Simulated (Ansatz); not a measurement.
**CH₂InNO: basis-set convergence**

How large a basis does CH₂InNO need? Two functionals are run in growing sets.

Computed with Ansatz 0.2.0, Gaussian basis. Level: one geometry, several basis sets.

Plan: PBE0-D4/def2-SVP; ωB97M-V/def2-SVP; PBE0-D4/def2-QZVPP; ωB97M-V/def2-QZVPP; the functionals' def2-TZVPP values are taken from earlier runs.

## 1. Structure used throughout

An earlier PBE0-D4 in a triple-zeta def2 set relaxation fixed the geometry. In takes the def2 core potential; no spin-orbit term is included.

6 atoms, charge 0, spin multiplicity 1.

Atoms are counted from 1 here; the program's logs count them from 0.

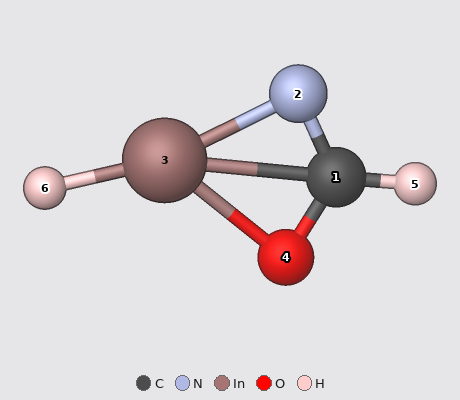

The structure; carbon dark grey, nitrogen light blue, indium brown, oxygen red, hydrogen pink; atoms are numbered from 1 in the order of the file.

## 2. PBE0-D4 in def2-SVP

The input, in.yaml:

```yaml
crystal:
  periodic: [false, false, false]
  atoms:
    - {symbol: C, position_ang: [0.175898, -0.353485, -1.013387]}
    - {symbol: N, position_ang: [0.011107, 0.924610, -0.893688]}
    - {symbol: In, position_ang: [-0.222693, 0.626472, 1.127682]}
    - {symbol: O, position_ang: [0.141164, -1.196816, -0.010782]}
    - {symbol: H, position_ang: [0.358179, -0.788843, -2.005168]}
    - {symbol: H, position_ang: [-0.463645, 0.788052, 2.795343]}
basis:
  gaussian: {orbitals: def2-SVP}
hamiltonian: {xc: pbe0, dispersion: d4}
output: {orbitals: {seedname: orbitals}}
```

Run with:

```console
> ansatz run in.yaml --threads 2 --pin off --events-out ev --progress --plain --max-ram 4352MiB
```

The runs that follow: ωB97M-V in def2-SVP; PBE0-D4 in def2-QZVPP; ωB97M-V in def2-QZVPP.

Q: Predict the results of all the runs planned. Wanted: PBE0-D4: double and triple zeta above quadruple; ωB97M-V: double and triple zeta above quadruple.

As calculated:

| quantity | value |
| --- | --- |
| PBE0-D4: double and triple zeta above quadruple | 6.14, 0.31 eV |
| ωB97M-V: double and triple zeta above quadruple | 6.30, 0.30 eV |

What this shows: For PBE0-D4 the step from double to triple zeta gains 5.83 eV and the next only 0.31 eV. Total energies overstate the basis error of differences, where much of it tends to cancel.
